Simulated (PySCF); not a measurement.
**[Lu(NH2)4]−: how tightly the ligands are held**

What does it cost to pull a ligand from [Lu(NH2)4]−? The structure is generated, not taken from experiment.

Computed with PySCF 2.14.0. Level: PBE0, Lu lcecp-1-SVP with ECP60, N def2-SVP, H def2-SVP; scalar-relativistic core potentials, no spin–orbit coupling.

1 further run of the same task is left out (for a known fault of the program).

### Step 1. Where the work starts

13 atoms, charge -1, spin multiplicity 1.

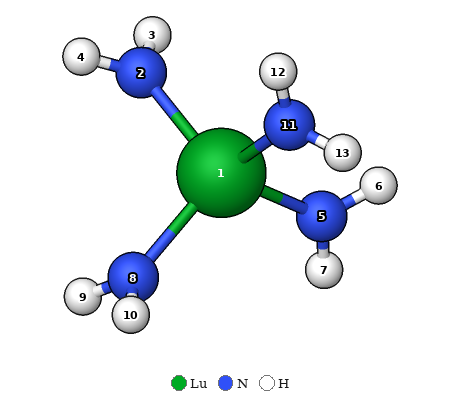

The geometry (lutetium green, nitrogen blue, hydrogen white); atoms are numbered from 1 in the order of the file.

Coordinates:

| atom | x (Å) | y (Å) | z (Å) |
| --- | --- | --- | --- |
| Lu1 | 0.0001 | 0.0000 | 0.0000 |
| N2 | 1.3281 | 1.1713 | 1.3028 |
| H3 | 1.2588 | 1.3646 | 2.3009 |
| H4 | 2.1969 | 1.6079 | 0.9938 |
| N5 | -1.3279 | -1.3028 | 1.1714 |
| H6 | -2.1971 | -0.9938 | 1.6076 |
| H7 | -1.2589 | -2.3009 | 1.3645 |
| N8 | 1.3281 | -1.1713 | -1.3028 |
| H9 | 2.1969 | -1.6079 | -0.9938 |
| H10 | 1.2588 | -1.3646 | -2.3009 |
| N11 | -1.3279 | 1.3028 | -1.1714 |
| H12 | -1.2589 | 2.3009 | -1.3645 |
| H13 | -2.1971 | 0.9938 | -1.6076 |

Formal oxidation states: Lu +3. Each metal's 14 4f electrons lie in its core potential, so multiplicities, spins and levels count the valence alone. An earlier session relaxed this geometry at PBE0, Lu lcecp-1-SVP with ECP60, N def2-SVP, H def2-SVP (singlet, point group S4).

### Step 2. NH2 taken off

The ligand (atoms 2, 3, 4) keeps its formal charge and a closed shell where it can; ligand and rest are solved at the complex's geometry, in vacuum, with the settings of the relaxation.

| part | charge | state | energy (Eh) |
| --- | --- | --- | --- |
| complex | -1 | singlet | -263.536276 |
| ligand | -1 | singlet | -55.728009 |
| rest | 0 | singlet | -207.609010 |

Run time: 1.7 s. Hardware: 2 threads of Arm Neoverse V2, shared host.

### Step 3. Rigid scan of NH2

Atoms 2, 3, 4 move together along the line from atom 1; the distance is to the donor, the donors' midpoint or the ring centre. Each point starts from the density of the one before.

| distance (Å) | energy from the relaxed point (eV) |
| --- | --- |
| 1.90 | 0.850 |
| 2.00 | 0.325 |
| 2.10 | 0.071 |
| 2.20 | 0.000 |
| 2.30 | 0.053 |
| 2.40 | 0.186 |

Wall time 92 s (2 threads of Arm Neoverse V2, shared host).

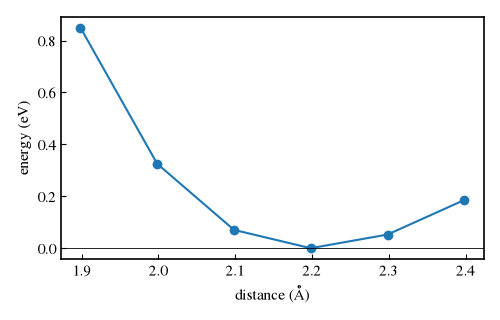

Energy along the rigid scan of NH2.

### Step 4. What came out

| quantity | value |
| --- | --- |
| taking off NH2 | 5.42 eV |
| stiffness of the NH2 contact | 12.3 eV/Å² |

What this shows: Taking off NH2 as a fragment of charge -1 costs 5.42 eV. Near 2.20 Å the NH2 contact has a stiffness of about 12.3 eV/Å², and the energy stands 0.19 eV higher at 2.40 Å. The free anion is solved without diffuse functions, no counterpoise correction is made, and the parts aren't relaxed; each of these makes the binding look larger. These are double-zeta-type bases without diffuse functions. Spin–orbit coupling is left out.
